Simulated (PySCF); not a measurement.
Input file:

```
{"job": {"kind": "uv", "xc": "PBE0", "basis": "def2-SVPD", "nstates": 8, "ntriplets": 3}, "charge": 0, "multiplicity": 1}
C     -1.164995     1.500945     0.461916
Si    -0.907232    -0.070931    -0.573592
C     -1.361862    -1.608333     0.441205
C      0.926830    -0.174159    -1.141660
Si     2.267908     0.374955     0.064777
Br     2.074791    -0.766928     1.964245
H     -2.218023     1.651238     0.678787
H     -0.810436     2.386984    -0.057115
H     -0.644422     1.442240     1.414181
H     -1.721087     0.000672    -1.801860
H     -0.765619    -1.685979     1.346344
H     -2.405414    -1.577767     0.740013
H     -1.213658    -2.521543    -0.128134
H      1.039822     0.432778    -2.040231
H      1.130153    -1.201113    -1.448892
H      3.614996     0.059852    -0.400734
H      2.151250     1.769117     0.470841
```

Run with:

```sh
OMP_NUM_THREADS=1 python probes_run.py task.json out
```

Geometry: GFN2-xTB.

All numbers below come from PySCF, PBE0/def2-SVPD, SCF density, gas phase.

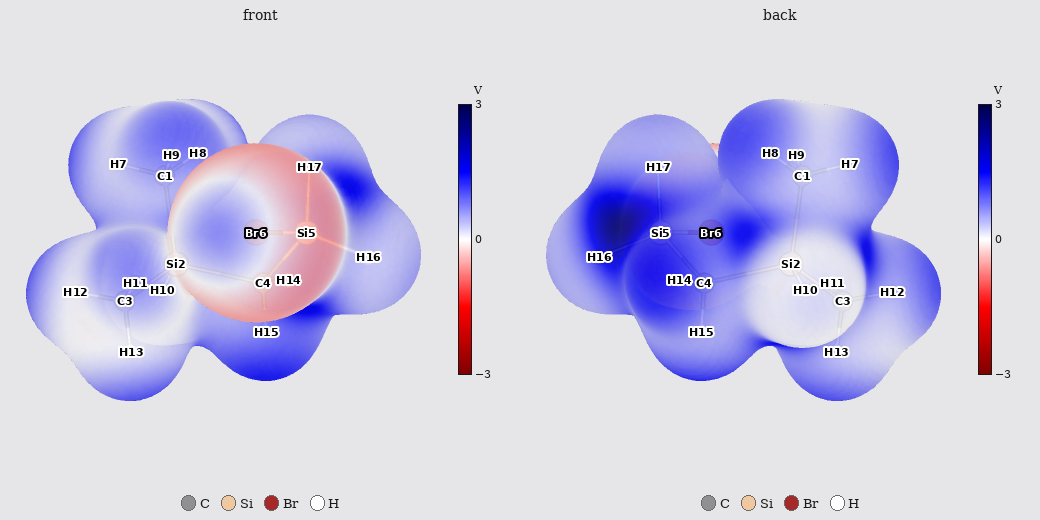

C3H11BrSi2 (SMILES C[SiH](C)C[SiH2]Br). The electrostatic potential painted on the density surface at 0.004 e/bohr³, seen from the front and from behind; red is negative and blue positive.

### Which sites attract a positive test charge, and which a negative one?

A positive charge is drawn to the negative regions and a negative charge to the positive ones. The most negative region (about −0.5 V) lies over Br6, the most positive (about +2.2 V) over Si5. Br6 shows a σ-hole: about +0.5 V at the tip opposite its bond, against about −0.4 V on its flanks.

### What dipole moment does the calculation give?

Its dipole moment is 1.69 D.
